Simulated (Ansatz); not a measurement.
# C$_{4}$H$_{13}$NSi: what the fields show

The calculation's input:

```
crystal:
  periodic: [false, false, false]
  atoms:
    - { symbol: Si, position_ang: [0.0, 0.0, 0.0] }
    - { symbol: H, position_ang: [0.0, 0.0, 1.46] }
    - { symbol: "N", position_ang: [1.7163, 0.0, -0.6061] }
    - { symbol: C, position_ang: [2.4072, -1.273, -0.8567] }
    - { symbol: H, position_ang: [1.7433, -1.947, -1.4373] }
    - { symbol: H, position_ang: [3.3364, -1.083, -1.4334] }
    - { symbol: H, position_ang: [2.6645, -1.7518, 0.1112] }
    - { symbol: C, position_ang: [2.4114, 1.273, -0.8449] }
    - { symbol: H, position_ang: [3.0382, 1.1875, -1.757] }
    - { symbol: H, position_ang: [1.6647, 2.0824, -0.9844] }
    - { symbol: H, position_ang: [3.0569, 1.5118, 0.0259] }
    - { symbol: C, position_ang: [-0.8808, 1.5259, -0.6227] }
    - { symbol: H, position_ang: [-1.9334, 1.2723, -0.8671] }
    - { symbol: H, position_ang: [-0.8624, 2.3106, 0.1622] }
    - { symbol: H, position_ang: [-0.3704, 1.9025, -1.5336] }
    - { symbol: C, position_ang: [-0.8808, -1.5259, -0.6227] }
    - { symbol: H, position_ang: [-1.3804, -2.0377, 0.2261] }
    - { symbol: H, position_ang: [-1.6409, -1.2332, -1.3768] }
    - { symbol: H, position_ang: [-0.1449, -2.2146, -1.0879] }
basis:
  gaussian: { orbitals: "6-31G" }
hamiltonian:
  xc: b3lyp
  dispersion: d4
relax:
  f_tol: 0.02
  max_steps: 40
output:
  orbitals: {}
```

Launched as:

```sh
ansatz run input.yaml --threads 2 --pin off --max-ram 3072MiB --backend cpu --events-out ev --progress --plain --runs-dir out
```

The fields are those of the run's last geometry, not of the input's.

Level of theory: Ansatz 0.2.0, RKS B3LYP-D4/6-31G.

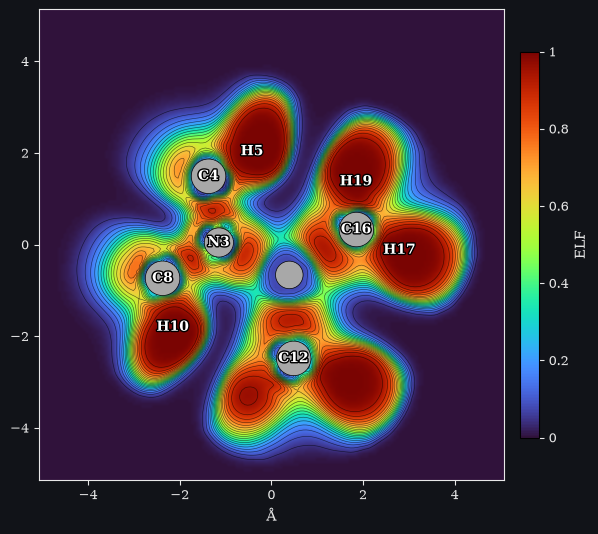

Figure 1. ELF on the plane of atoms N3, C4 and H5. Grey discs cover the atomic cores.

Q: What does the map show?

A: The plane passes through N, C and H nuclei.
C–N (1.46 Å): the ELF peaks at about 0.90 between the atoms; a covalent bond.
C–H (1.09 Å): the ELF climbs to about 1 towards the hydrogen, as it does in any bond to H; an ordinary covalent bond to hydrogen.

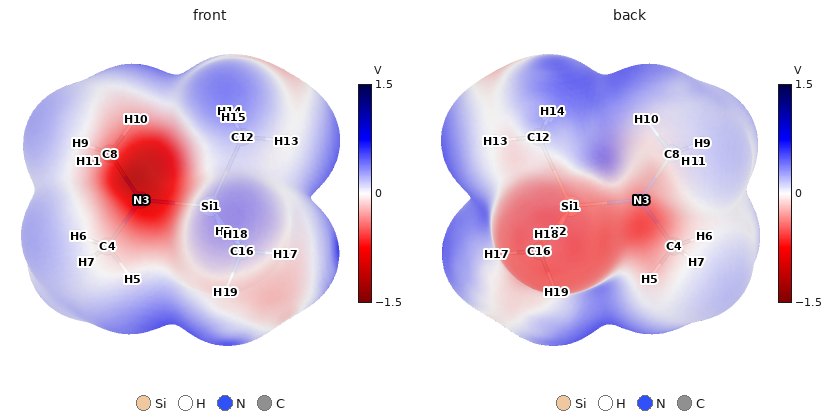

Figure 2. The molecular electrostatic potential painted on the density surface at 0.001 e/bohr³, seen from the front and from behind; red is negative and blue positive.

Q: Describe the electrostatic potential map.

A: The most negative region (about −1.0 V, or −23 kcal/mol for a unit charge) lies over N3, the most positive (about +0.5 V, or +12 kcal/mol for a unit charge) over the H and Si atoms. N3 is the likeliest acceptor of a hydrogen bond.

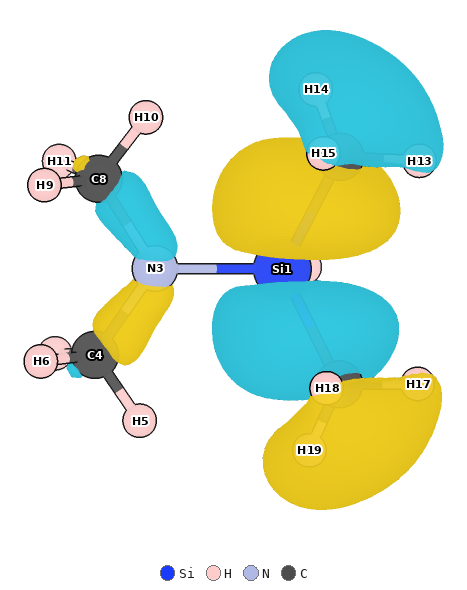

Figure 3. The HOMO−1 at ±0.08 Å⁻³ᐟ² (yellow and cyan are the two phases), seen across its widest extent.

Q: What is the character of this orbital?

A: Its weight (Hirshfeld) is mainly on C12 (about 25 %), C16 (about 25 %) and Si1 (about 25 %). Its energy is −8.31 eV.
